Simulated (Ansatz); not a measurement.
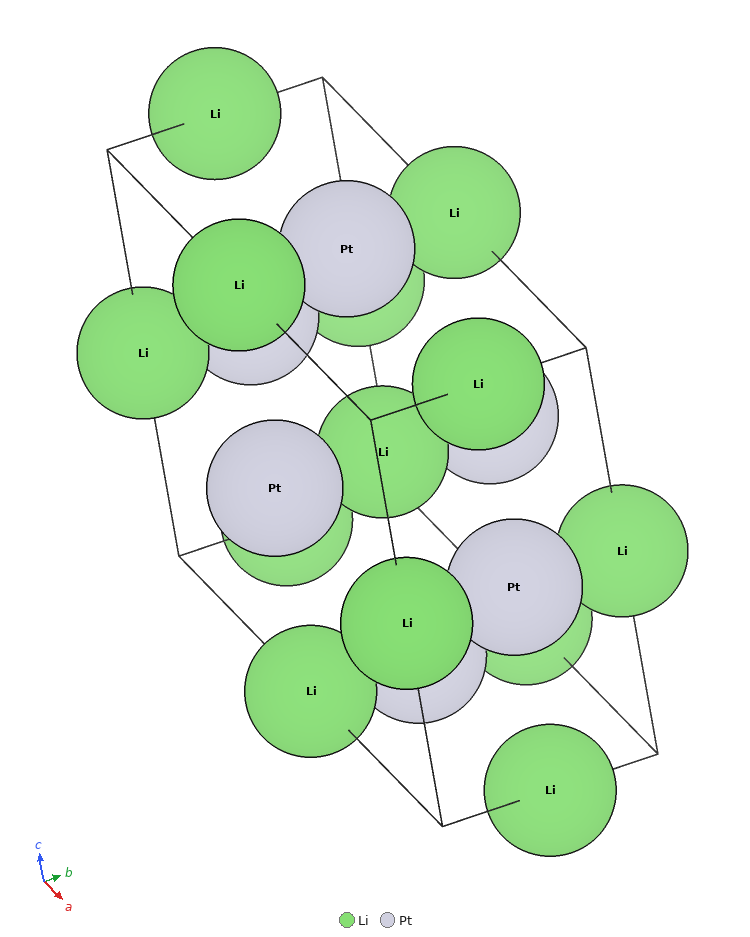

A spheres-only rendering, viewed slightly off an axis. One simulation cell is framed, with atoms on its boundary repeated.

```xyz
7
Lattice="-2.9471 2.9471 2.9471 2.9471 -2.9471 2.9471 2.9471 2.9471 -2.9471" Properties=species:S:1:pos:R:3 pbc="T T T"
Li    1.4735    1.4735    1.4735
Li    4.4206   -1.4735    1.4735
Li    1.4735    4.4206    1.4735
Li   -1.4735    1.4735    1.4735
Pt    0.0000    2.9471    2.9471
Pt    0.0000    2.9471    0.0000
Pt    0.0000    0.0000    2.9471
```

Results below were computed with DFT PBE, scalar-relativistic, plane waves, PAW in Ansatz 0.2.0; the settings were an energy cutoff of 420 eV, a 10×10×10 mesh of k-points, Gaussian smearing of 0.1 eV, no spin polarisation.

> State the Bader charges by element.

Li +0.84 e; Pt -1.11 e.

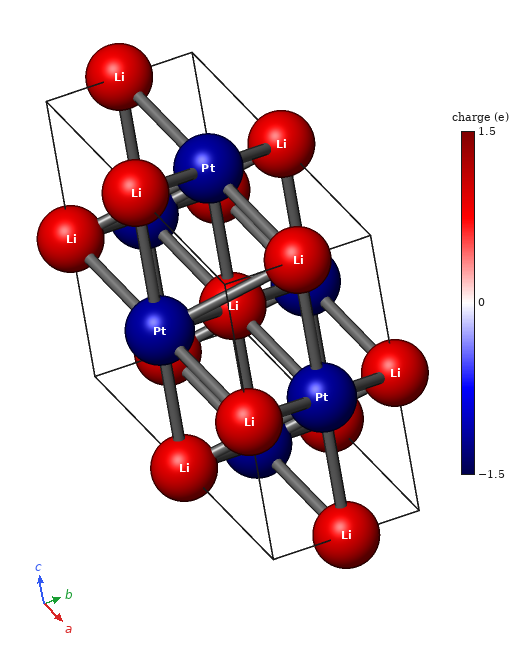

The atoms coloured by those charges.

The structure was taken from a random cell made by a generator, so it need not be a real form of the compound. Earlier steps of the study may have refined or changed the cell and positions. It was run through Ansatz as a DFT input.
